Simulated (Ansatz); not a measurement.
**Geometry relaxation of Si2NH8Cl2OF**

Si2NH8Cl2OF, computed with RKS PBE0-D4/def2-SVP (Ansatz 0.2.0).

The input holds or restrains some coordinates. Figures and captions count atoms from 1; the log counts them from 0 in places.

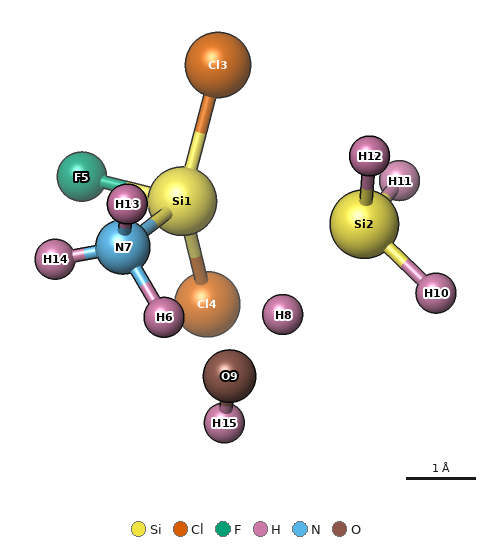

Figure 1. The structure as given in the input (ball-and-stick view, seen at a tilt; atoms are numbered from 1 in the order of the input). Bond lengths as drawn: Cl–Si 2.05 to 2.06 Å, F–Si 1.66 Å, H–N 1.01 to 1.22 Å, H–O 0.96 Å, H–Si 1.46 to 1.48 Å and N–Si 1.85 Å.

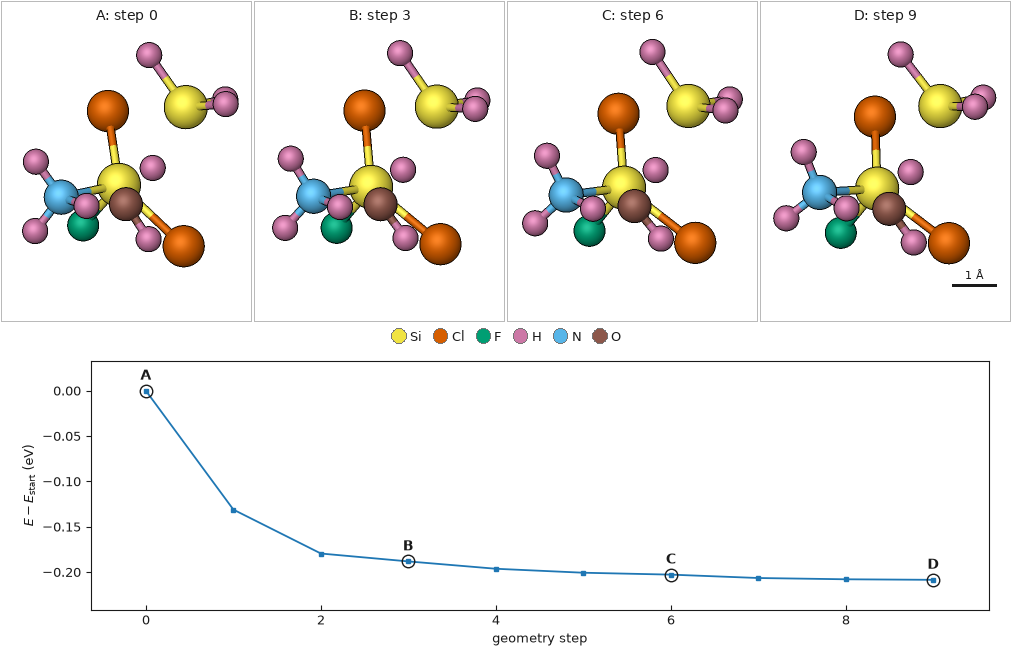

Figure 2. Frames of the restrained relaxation (ball-and-stick view, seen at an oblique angle) above the curves, on which the letters mark them (the first geometry is step 0 here and step 1 in the log).

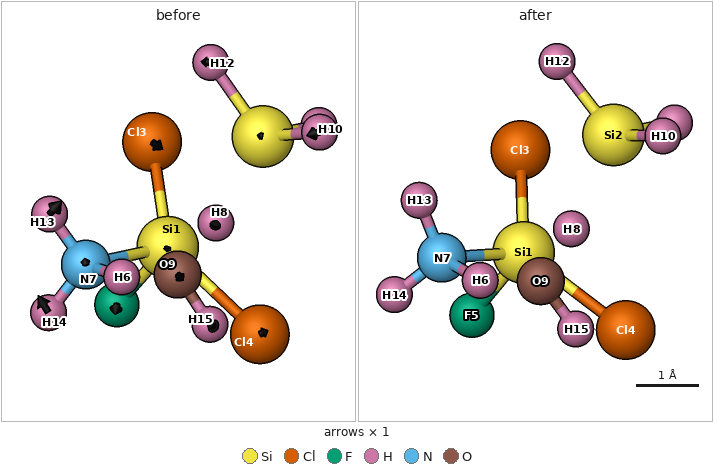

Figure 3. Before (left) and after (right) the restrained relaxation, at one scale (ball-and-stick view, seen at an oblique angle). The black arrows give the displacements, at true length. The atom that moves furthest after the best rigid fit is H14 (0.34 Å). Largest moves by element: H 0.34 Å, Cl 0.24 Å, F 0.23 Å, O 0.17 Å, N 0.13 Å, Si 0.11 Å. Among the contacts that change: Si2–H12 1.467 → 1.500 Å, Si2–H11 1.465 → 1.494 Å, Si2–H10 1.476 → 1.506 Å, Si1–Cl4 2.059 → 2.083 Å. Among the angles that change: Cl3–Si1–Cl4 134.7° → 123.8°, Cl4–Si1–N7 110.9° → 118.5°, H6–N7–H14 111.8° → 117.4°. After 9 geometry steps the energy has fallen by 0.208 eV. The largest force component goes from 0.7 to 0.037 eV/Å. (Atoms are counted from 1 in the order of the input.)

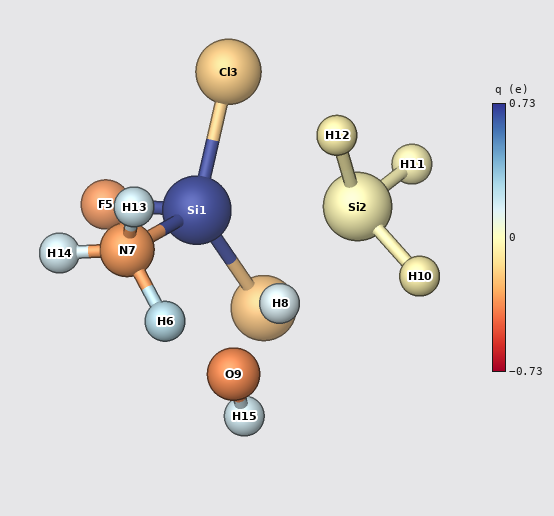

Figure 4. Mulliken charges, as the colour of each atom (ball-and-stick view, seen at a tilt; atoms are numbered from 1 in the order of the input). By element: Si −0.03 to +0.70, Cl −0.23 to −0.20, F −0.35, H −0.06 to +0.25, N −0.33 and O −0.37 e.

These pictures come from the run below.

## Input file
```yaml
crystal:
  periodic: [false, false, false]
  atoms:
    - {symbol: Si, position_ang: [-1.094100, 0.715100, -0.368500]}
    - {symbol: Si, position_ang: [0.229800, -1.771700, -0.840200]}
    - {symbol: Cl, position_ang: [-1.241000, 0.678400, -2.413100]}
    - {symbol: Cl, position_ang: [-2.143300, -0.155800, 1.174300]}
    - {symbol: F, position_ang: [-1.987600, 2.108000, -0.256400]}
    - {symbol: H, position_ang: [0.929800, 0.834400, 1.057700]}
    - {symbol: N, position_ang: [0.399700, 1.600900, 0.265700]}
    - {symbol: H, position_ang: [0.731900, -0.868800, 0.651400]}
    - {symbol: O, position_ang: [1.293300, -0.258900, 1.628100]}
    - {symbol: H, position_ang: [0.797800, -2.960400, -0.173900]}
    - {symbol: H, position_ang: [-1.022600, -2.287200, -1.397500]}
    - {symbol: H, position_ang: [1.128400, -1.477200, -1.961900]}
    - {symbol: H, position_ang: [1.081300, 1.785900, -0.461100]}
    - {symbol: H, position_ang: [0.157000, 2.486000, 0.702500]}
    - {symbol: H, position_ang: [0.739400, -0.428800, 2.393200]}
basis:
  gaussian: {orbitals: def2-SVP}
hamiltonian: {xc: pbe0, dispersion: d4}
relax: {f_tol: 0.04, max_steps: 150, escape_saddle: false, constraints: [{distance: [0, 6]}, {distance: [5, 8]}, {distance: [1, 7]}, {distance: [0, 1]}, {distance: [5, 6]}, {distance: [7, 8]}]}
```

Command:
```bash
ansatz run in.yaml --threads 4 --pin off --events-out ev --progress --plain --max-ram 66560MiB --backend cuda --devices 0, --max-vram 37GiB
```

## Log
```
Functional definition: PBE0
  name "PBE0"
  cite "Adamo & Barone, J. Chem. Phys. 110, 6158 (1999) doi:10.1063/1.478522"
  cite "Perdew, Burke & Ernzerhof, Phys. Rev. Lett. 77, 3865 (1996) doi:10.1103/PhysRevLett.77.3865"
  parent pbe
  parameter a = 0.25
  parameter kappa = 0.804
  parameter beta = 0.06672455060314922
  exchange = (1 - a)*pbe_x(kappa = kappa, mu = beta*pi^2/3) + a*exact_x
  correlation = pbe_c(beta = beta)
1569 factors; integrals over basis functions are off by at most 4.2e-4 eV
mean field evaluation 1: about -47140.6105 eV, gradient 6.4e1 eV
mean field evaluation 2: about -47128.2807 eV, gradient 1.0e2 eV
mean field evaluation 4: about -47148.1838 eV, gradient 5.6e0 eV
mean field evaluation 8: about -47148.2644 eV, gradient 1.0e-1 eV
mean field evaluation 16: about -47148.2644 eV, gradient 4.7e-5 eV
mean field -47148.26438948 eV, -1732.6667580720 hartree, gradient 4.7e-5 eV, S^2 0.000000; 0 other end points of the search recorded, 0 dependent functions left out
the calculation of the forces begins
reference -47148.26441846 eV, -1732.6667591368 hartree; 47, 47 occupied and 107, 107 virtual orbitals, 1569 factors
relax step   1: F+E_penalty+E_count = -47148.68549802 eV  Δ(F+E_penalty+E_count) = +0.000e0 eV  max|allowed force component| = 6.963e-1 eV/Å  Δτ_max = 0.0000 Å  (28 SCF iters, accepted)
  distance Si 0 - N 6 held at 1.848862 Å   reaction = +5.1178e-1 eV/Å
  distance H 5 - O 8 held at 1.285610 Å   reaction = +5.6136e-1 eV/Å
  distance Si 1 - H 7 held at 1.814443 Å   reaction = -1.1557e-1 eV/Å
  distance Si 0 - Si 1 held at 2.856464 Å   reaction = -1.7400e-1 eV/Å
  distance H 5 - N 6 held at 1.223026 Å   reaction = +7.3127e-1 eV/Å
  distance H 7 - O 8 held at 1.281051 Å   reaction = +1.6987e0 eV/Å
these checks for a lower state are left out or cut short: starts, cluster_reference, orbital_swaps, neighbouring_geometries, increment
1569 factors; integrals over basis functions are off by at most 6.1e-4 eV
mean field -47148.39001225 eV, -1732.6713746236 hartree, gradient 1.9e-5 eV, S^2 0.000000; 0 other end points of the search recorded, 0 dependent functions left out
[... from here on the field's lines of each further geometry are left out, up to the last ...]
relax step   2: F+E_penalty+E_count = -47148.81656469 eV  Δ(F+E_penalty+E_count) = -1.311e-1 eV  max|allowed force component| = 5.513e-1 eV/Å  Δτ_max = 0.1941 Å  (31 SCF iters, accepted)
relax step   3: F+E_penalty+E_count = -47148.86498054 eV  Δ(F+E_penalty+E_count) = -4.842e-2 eV  max|allowed force component| = 2.833e-1 eV/Å  Δτ_max = 0.0948 Å  (30 SCF iters, accepted)
relax step   4: F+E_penalty+E_count = -47148.87368675 eV  Δ(F+E_penalty+E_count) = -8.706e-3 eV  max|allowed force component| = 1.910e-1 eV/Å  Δτ_max = 0.0275 Å  (30 SCF iters, accepted)
relax step   5: F+E_penalty+E_count = -47148.88178349 eV  Δ(F+E_penalty+E_count) = -8.097e-3 eV  max|allowed force component| = 6.429e-2 eV/Å  Δτ_max = 0.0461 Å  (30 SCF iters, accepted)
relax step   6: F+E_penalty+E_count = -47148.88616089 eV  Δ(F+E_penalty+E_count) = -4.377e-3 eV  max|allowed force component| = 7.667e-2 eV/Å  Δτ_max = 0.0563 Å  (29 SCF iters, accepted)
relax step   7: F+E_penalty+E_count = -47148.88825370 eV  Δ(F+E_penalty+E_count) = -2.093e-3 eV  max|allowed force component| = 6.367e-2 eV/Å  Δτ_max = 0.0284 Å  (30 SCF iters, accepted)
relax step   8: F+E_penalty+E_count = -47148.89199241 eV  Δ(F+E_penalty+E_count) = -3.739e-3 eV  max|allowed force component| = 6.192e-2 eV/Å  Δτ_max = 0.1203 Å  (29 SCF iters, accepted)
relax step   9: F+E_penalty+E_count = -47148.89338916 eV  Δ(F+E_penalty+E_count) = -1.397e-3 eV  max|allowed force component| = 5.988e-2 eV/Å  Δτ_max = 0.0535 Å  (31 SCF iters, accepted)
the calculation of the forces begins
reference -47148.46602102 eV, -1732.6741678942 hartree; 47, 47 occupied and 107, 107 virtual orbitals, 1569 factors
relax step  10: F+E_penalty+E_count = -47148.89399194 eV  Δ(F+E_penalty+E_count) = -6.028e-4 eV  max|allowed force component| = 3.721e-2 eV/Å  Δτ_max = 0.0184 Å  (31 SCF iters, accepted)
  distance Si 0 - N 6 held at 1.848862 Å   reaction = +2.2973e-1 eV/Å
  distance H 5 - O 8 held at 1.285610 Å   reaction = +3.7560e-1 eV/Å
  distance Si 1 - H 7 held at 1.814443 Å   reaction = -2.5056e-1 eV/Å
  distance Si 0 - Si 1 held at 2.856464 Å   reaction = +2.4181e-1 eV/Å
  distance H 5 - N 6 held at 1.223026 Å   reaction = -2.6188e-3 eV/Å
  distance H 7 - O 8 held at 1.281051 Å   reaction = +1.2966e0 eV/Å
1569 factors; integrals over basis functions are off by at most 5.7e-4 eV
mean field evaluation 96: about -47148.4660 eV, gradient 1.7e-4 eV
mean field -47148.46599242 eV, -1732.6741668433 hartree, gradient 9.5e-6 eV, S^2 0.000000; 1 other end points of the search recorded, 0 dependent functions left out
the calculation of the forces begins
reference -47148.46602102 eV, -1732.6741678942 hartree; 47, 47 occupied and 107, 107 virtual orbitals, 1569 factors
Total energy: -47148.89402054 eV, -1732.6898965865 hartree
Atom 0 at    -1.091162     0.749517    -0.281525 Å, force     0.310655    -0.108150    -0.005296 eV/Å
Atom 1 at     0.276923    -1.684309    -0.885033 Å, force    -0.140917     0.086075    -0.168732 eV/Å
Atom 2 at    -1.440066     0.587866    -2.315344 Å, force     0.006826     0.008546     0.026690 eV/Å
Atom 3 at    -2.137615    -0.325847     1.162673 Å, force    -0.010899     0.023894     0.005539 eV/Å
Atom 4 at    -1.921576     2.148624    -0.044593 Å, force     0.010643    -0.014426     0.003158 eV/Å
Atom 5 at     0.892716     0.834976     1.107809 Å, force     0.069438    -0.320846     0.166810 eV/Å
Atom 6 at     0.500511     1.556634     0.201621 Å, force    -0.187508    -0.117342    -0.095378 eV/Å
Atom 7 at     0.578164    -0.765588     0.650352 Å, force     0.597512     0.607636     1.277013 eV/Å
Atom 8 at     1.139423    -0.281631     1.695275 Å, force    -0.663986    -0.154782    -1.223858 eV/Å
Atom 9 at     0.963325    -2.774613    -0.105516 Å, force     0.001262     0.008021    -0.003126 eV/Å
Atom 10 at    -0.976833    -2.287728    -1.429768 Å, force     0.007868     0.009314     0.010779 eV/Å
Atom 11 at     1.189485    -1.319175    -2.018037 Å, force     0.004077    -0.009405    -0.000419 eV/Å
Atom 12 at     1.200419     1.482926    -0.541276 Å, force    -0.034446     0.013093     0.037208 eV/Å
Atom 13 at     0.342445     2.543546     0.420537 Å, force     0.008099    -0.036285    -0.000814 eV/Å
Atom 14 at     0.483642    -0.465299     2.383123 Å, force     0.021375     0.004656    -0.029575 eV/Å
Dipole moment:     0.441743     0.552892     0.258077 e Å
```

## Trajectory as extended XYZ (Å, eV, eV/Å), 7 of the 10 frames kept, from step=1 to step=10
```
15
Properties=species:S:1:pos:R:3:forces:R:3 step=1 energy=-47148.68550
Si   -1.0941    0.7151   -0.3685    0.1382   1.0663   0.4954
Si    0.2298   -1.7717   -0.8402   -0.2200   0.4873  -0.1809
Cl   -1.2410    0.6784   -2.4131    0.1402  -0.4429  -0.4329
Cl   -2.1433   -0.1558    1.1743   -0.0654  -0.5655   0.2287
F    -1.9876    2.1080   -0.2564    0.0051  -0.0379  -0.0068
H     0.9298    0.8344    1.0577   -0.1430  -0.2236  -0.0379
N     0.3997    1.6009    0.2657    0.2876  -0.8196   0.3232
H     0.7319   -0.8688    0.6514    0.4862   1.1847   1.5689
O     1.2933   -0.2589    1.6281   -0.2868  -0.4647  -1.6043
H     0.7978   -2.9604   -0.1739    0.2566  -0.3130   0.4687
H    -1.0226   -2.2872   -1.3975   -0.6142  -0.1014  -0.2000
H     1.1284   -1.4772   -1.9619    0.3887   0.1347  -0.4616
H     1.0813    1.7859   -0.4611    0.2248   0.0500  -0.3266
H     0.1570    2.4860    0.7025   -0.2918   0.2246  -0.0533
H     0.7394   -0.4288    2.3932   -0.3060  -0.1789   0.2194
15
Properties=species:S:1:pos:R:3:forces:R:3 step=3 energy=-47148.86498
Si   -1.0874    0.7478   -0.3345    0.2358   0.1470   0.0575
Si    0.2274   -1.7322   -0.8641   -0.0984   0.0672  -0.1328
Cl   -1.2268    0.5776   -2.4038   -0.0553   0.0898   0.1323
Cl   -2.0965   -0.2696    1.1727   -0.0798  -0.0226   0.0210
F    -2.0091    2.1155   -0.2072    0.2351  -0.2833  -0.0598
H     0.9317    0.8272    1.0774    0.0394  -0.3161   0.1332
N     0.4412    1.5981    0.2644   -0.1437  -0.1091   0.0092
H     0.6292   -0.7676    0.6192    0.6876   0.5807   1.1634
O     1.2686   -0.2882    1.6205   -0.7601  -0.0939  -1.2015
H     0.8174   -2.8735   -0.0756   -0.0059   0.0541   0.0290
H    -1.0681   -2.2472   -1.4015   -0.0093  -0.0022   0.0015
H     1.1606   -1.4491   -1.9988    0.0310  -0.0273  -0.0257
H     1.1228    1.7355   -0.4856   -0.0283  -0.0481  -0.0069
H     0.1992    2.5156    0.6486   -0.0290  -0.0132  -0.0770
H     0.6894   -0.4900    2.3685   -0.0191  -0.0229  -0.0435
15
Properties=species:S:1:pos:R:3:forces:R:3 step=4 energy=-47148.87369
Si   -1.0879    0.7424   -0.3223    0.2639   0.1504   0.0060
Si    0.2359   -1.7292   -0.8683   -0.1373   0.0758  -0.1450
Cl   -1.2441    0.5920   -2.3900   -0.0264   0.0072   0.0623
Cl   -2.1084   -0.2690    1.1820   -0.0221  -0.0418  -0.0042
F    -2.0001    2.1135   -0.1992    0.1540  -0.1910   0.0169
H     0.9266    0.8317    1.0861    0.0501  -0.2953   0.1142
N     0.4443    1.5962    0.2623   -0.1433  -0.1234   0.0240
H     0.6359   -0.7602    0.6126    0.6621   0.5739   1.2144
O     1.2603   -0.2864    1.6259   -0.7497  -0.1110  -1.2206
H     0.8260   -2.8643   -0.0722   -0.0042   0.0477   0.0297
H    -1.0601   -2.2474   -1.4031    0.0042   0.0010   0.0010
H     1.1720   -1.4531   -2.0043    0.0066  -0.0129  -0.0041
H     1.1250    1.7105   -0.4924   -0.0225  -0.0434   0.0047
H     0.2069    2.5241    0.6236   -0.0244  -0.0221  -0.0648
H     0.6674   -0.5009    2.3596   -0.0110  -0.0149  -0.0345
15
Properties=species:S:1:pos:R:3:forces:R:3 step=5 energy=-47148.88178
Si   -1.0815    0.7452   -0.3150    0.3372  -0.0085   0.0350
Si    0.2415   -1.7229   -0.8783   -0.1294   0.1094  -0.1142
Cl   -1.2731    0.5951   -2.3750   -0.0245   0.0140  -0.0238
Cl   -2.0949   -0.2856    1.1795   -0.0529  -0.0511   0.0289
F    -1.9886    2.1115   -0.1701    0.0643  -0.0498   0.0225
H     0.9147    0.8428    1.1029    0.0652  -0.3277   0.0951
N     0.4540    1.5995    0.2597   -0.2077  -0.1493  -0.0403
H     0.6325   -0.7559    0.6063    0.6524   0.6154   1.2353
O     1.2374   -0.2835    1.6320   -0.6985  -0.1249  -1.2383
H     0.8352   -2.8369   -0.0566   -0.0083   0.0113   0.0057
H    -1.0532   -2.2469   -1.4101    0.0122  -0.0104   0.0072
H     1.1827   -1.4613   -2.0140   -0.0014  -0.0037  -0.0014
H     1.1381    1.6773   -0.4962    0.0130  -0.0239   0.0227
H     0.2165    2.5409    0.5818    0.0033  -0.0006  -0.0275
H     0.6385   -0.5194    2.3533   -0.0251  -0.0004  -0.0071
15
Properties=species:S:1:pos:R:3:forces:R:3 step=7 energy=-47148.88825
Si   -1.0828    0.7456   -0.3006    0.3764  -0.1298   0.0204
Si    0.2593   -1.7069   -0.8863   -0.1776   0.1107  -0.1075
Cl   -1.3343    0.6147   -2.3541   -0.0073  -0.0114  -0.0115
Cl   -2.1048   -0.3213    1.1679   -0.0170  -0.0184  -0.0043
F    -1.9666    2.1167   -0.1056   -0.0245   0.0438   0.0233
H     0.9006    0.8503    1.1150    0.0795  -0.3131   0.1094
N     0.4687    1.5915    0.2433   -0.2008  -0.0871  -0.1057
H     0.6230   -0.7427    0.6071    0.6540   0.5928   1.2679
O     1.2060   -0.2786    1.6491   -0.7262  -0.1488  -1.2317
H     0.8570   -2.8015   -0.0430    0.0063  -0.0052  -0.0125
H    -1.0275   -2.2508   -1.4163    0.0107  -0.0047  -0.0018
H     1.2029   -1.4532   -2.0229   -0.0067   0.0152   0.0135
H     1.1630    1.6035   -0.5087   -0.0174  -0.0097   0.0619
H     0.2517    2.5569    0.5070    0.0331  -0.0637   0.0018
H     0.5836   -0.5244    2.3483    0.0174   0.0295  -0.0233
15
Properties=species:S:1:pos:R:3:forces:R:3 step=9 energy=-47148.89339
Si   -1.0951    0.7491   -0.2818    0.2746  -0.0834   0.0244
Si    0.2834   -1.6785   -0.8869   -0.1837   0.0330  -0.1595
Cl   -1.4459    0.5906   -2.3165    0.0142   0.0000   0.0496
Cl   -2.1520   -0.3213    1.1615    0.0314   0.0252  -0.0318
F    -1.9205    2.1520   -0.0434    0.0280  -0.0329  -0.0067
H     0.8934    0.8314    1.1080    0.0611  -0.3247   0.1573
N     0.4995    1.5508    0.2008   -0.1810  -0.1210  -0.1017
H     0.5635   -0.7689    0.6578    0.6520   0.6129   1.2539
O     1.1392   -0.2856    1.6952   -0.7127  -0.1515  -1.1850
H     0.9792   -2.7676   -0.1112   -0.0245   0.0251  -0.0105
H    -0.9751   -2.2808   -1.4253    0.0379  -0.0002   0.0083
H     1.1941   -1.3176   -2.0231   -0.0094   0.0172   0.0094
H     1.1973    1.4649   -0.5431   -0.0334   0.0419   0.0438
H     0.3479    2.5398    0.4152    0.0147  -0.0403  -0.0123
H     0.4907   -0.4584    2.3930    0.0310  -0.0014  -0.0392
15
Properties=species:S:1:pos:R:3:forces:R:3 step=10 energy=-47148.89399
Si   -1.0912    0.7495   -0.2815    0.3107  -0.1081  -0.0053
Si    0.2769   -1.6843   -0.8850   -0.1409   0.0861  -0.1687
Cl   -1.4401    0.5879   -2.3153    0.0068   0.0085   0.0267
Cl   -2.1376   -0.3258    1.1627   -0.0109   0.0239   0.0055
F    -1.9216    2.1486   -0.0446    0.0106  -0.0144   0.0032
H     0.8927    0.8350    1.1078    0.0694  -0.3208   0.1668
N     0.5005    1.5566    0.2016   -0.1875  -0.1173  -0.0954
H     0.5782   -0.7656    0.6504    0.5975   0.6076   1.2770
O     1.1394   -0.2816    1.6953   -0.6640  -0.1548  -1.2239
H     0.9633   -2.7746   -0.1055    0.0013   0.0080  -0.0031
H    -0.9768   -2.2877   -1.4298    0.0079   0.0093   0.0108
H     1.1895   -1.3192   -2.0180    0.0041  -0.0094  -0.0004
H     1.2004    1.4829   -0.5413   -0.0344   0.0131   0.0372
H     0.3424    2.5435    0.4205    0.0081  -0.0363  -0.0008
H     0.4836   -0.4653    2.3831    0.0214   0.0047  -0.0296
```

## Results in brief

```tsv
quantity	value
outcome	converged under the restraints of the input
total energy	−47148.8940 eV
mean-field energy	−47148.4660 eV
dispersion energy	−0.4280 eV
SCF solution under orbital rotations	stable
largest force (length of the vector) at the end, held atoms and coordinates included	1.535 eV/Å
dipole moment	3.62 D
hardware	4 CPU threads, shared host
wall time	38 s (CPU time 45 s)
peak memory	0.9 GiB
```
